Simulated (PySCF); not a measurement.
## Electronic structure of C₃H₅AlCl₂S in real space

The calculation's input:

```
{"job": {"kind": "nmr", "xc": "PBE0", "basis": "pcSseg-1"}, "charge": 0, "multiplicity": 1}
C     -2.461499    -0.903785    -0.227300
S     -1.512475    -0.316756     1.208383
C      0.010814     0.062271     0.434021
C      1.090990     0.542472     1.061133
Al     2.716212     0.910013     0.021351
Cl     4.408811     1.636330     0.873900
Cl     2.682105     0.543690    -1.981117
H     -3.444645    -1.181764     0.138954
H     -2.549404    -0.103871    -0.956786
H     -1.967717    -1.769550    -0.659495
H      0.007236    -0.130007    -0.630377
H      1.020770     0.710270     2.132600
```

Command:

```sh
OMP_NUM_THREADS=1 python probes_run.py task.json out
```

Geometry: GFN2-xTB.

Theory: PySCF 2.14.0, PBE0/pcSseg-1, SCF density, gas phase, non-relativistic.

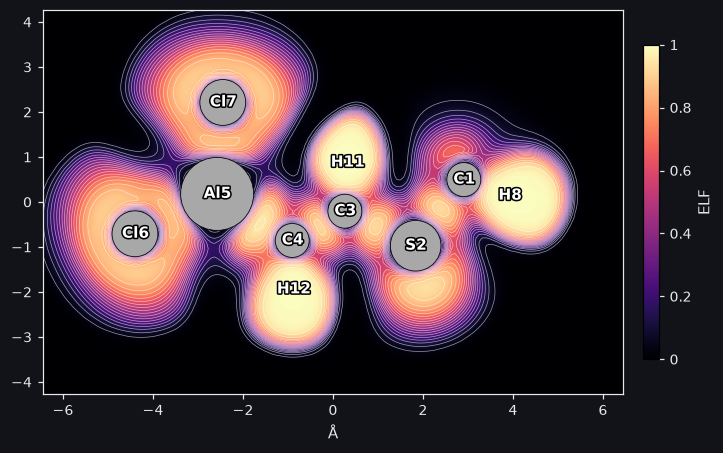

Figure 1. ELF on the plane of atoms S2, C1 and H8. Grey discs cover the atomic cores.

**Interpret the plot.**

The plane passes through C, S, Al, Cl and H nuclei.
C–C (1.34 Å): the ELF peaks at about 0.90 between the atoms; a multiple bond.
C–S (1.75 Å): the ELF peaks at about 0.90 between the atoms: a covalent bond.
C–Al (1.96 Å): the ELF peaks at about 0.95 between the atoms: a shared but strongly polarised pair.
Al–Cl (2.03 Å): the ELF peaks at about 0.85 in the valence shell of Cl, 0.9 Å from its nucleus, and is about 0.80 at the midpoint.
C–H (1.08 Å): the ELF climbs to about 1 towards the hydrogen, as it does in any bond to H (a covalent bond by its length).
The ELF also peaks beside S2, Cl6 and Cl7, away from the bonds: lone-pair regions.

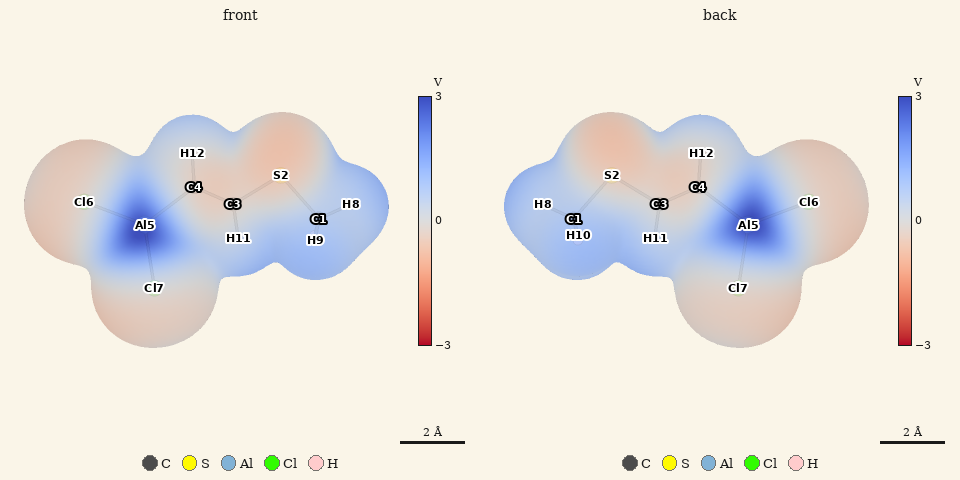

Figure 2. The electrostatic potential painted on the density surface at 0.002 e/bohr³, seen from the front and from behind; red is negative and blue positive.

**Where is the surface potential most negative and most positive?**

The most negative region (about −0.7 V) lies over S2, the most positive (about +2.9 V) over Al5.

**What dipole moment does the calculation give?**

Its dipole moment is 2.86 D.
